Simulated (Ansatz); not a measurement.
The calculation's input:

```
crystal:
  periodic: [false, false, false]
  atoms:
    - {symbol: F, position_ang: [-2.256417, 1.754291, 0.733469]}
    - {symbol: C, position_ang: [-1.624327, 0.751447, 0.129666]}
    - {symbol: C, position_ang: [-0.329934, 0.536406, 0.327008]}
    - {symbol: C, position_ang: [0.379929, -0.538410, -0.310806]}
    - {symbol: F, position_ang: [-0.340623, -1.324861, -1.127423]}
    - {symbol: C, position_ang: [1.670704, -0.830204, -0.174118]}
    - {symbol: F, position_ang: [2.453451, -0.096049, 0.619279]}
    - {symbol: H, position_ang: [-2.271838, 0.165088, -0.510033]}
    - {symbol: H, position_ang: [0.234122, 1.181563, 0.989120]}
    - {symbol: H, position_ang: [2.168033, -1.650370, -0.673363]}
basis:
  gaussian: {orbitals: def2-TZVPP}
hamiltonian: {xc: pbe0, dispersion: d4}
output: {orbitals: {seedname: orbitals}}
```

Run with:

```sh
ansatz run in.yaml --threads 4 --pin off --events-out ev --progress --plain --max-ram 10444MiB
```

Geometry: PBE0-D4/def2-TZVP.

Computed with RKS PBE0-D4/def2-TZVPP (Ansatz 0.2.0).

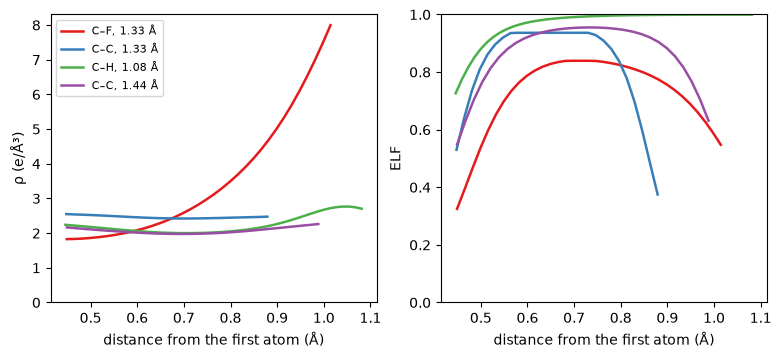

C$_{4}$H$_{3}$F$_{3}$ (SMILES FC=CC(F)=CF). Electron density and electron localisation function along straight lines between neighbouring atoms. The curves leave out the atomic cores.

**Compare the contacts.**

C–F (1.33 Å): ρ is about 2.4 e/Å³ halfway; the ELF peaks at about 0.85 between the atoms (a polar covalent bond).
C–C (1.33 Å): ρ is about 2.4 e/Å³ halfway; the ELF peaks at about 0.95 between the atoms (a short, multiple covalent bond).
C–H (1.08 Å): ρ at the midpoint is about 2.1 e/Å³; the ELF climbs to about 1 towards the hydrogen, as it does in any bond to H: a covalent bond by its length.
C–C (1.44 Å): the density is about 2 e/Å³ at the midpoint; the ELF peaks at about 0.95 between the atoms (localised, covalent bonding).
